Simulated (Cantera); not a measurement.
Feed: 1 mol BCl3, 0.22 mol NH3, equilibrated at 3800 Pa.

These are equilibrium values from Cantera (NASA tables, ideal gas, pure condensed phases), not measurements of a reactor. Candidate condensed phases: B, BN, NH4Cl; 21 gas species. The tables' values for BCl2, BCl are old estimates; treat these amounts as uncertain. Gases not in the tables: BHCl2. The numbers say what is thermodynamically allowed, not how fast it happens.

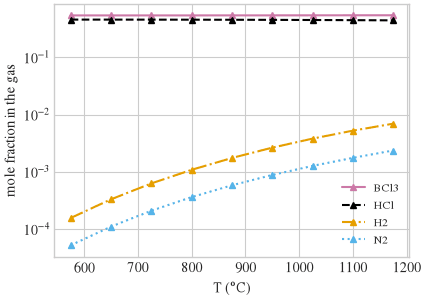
Equilibrium gas composition (values under 1e-9 drawn at 1e-9)

From 575 °C to 1175 °C the condensed part is BN(s). The main B-bearing gas is BCl3 throughout.
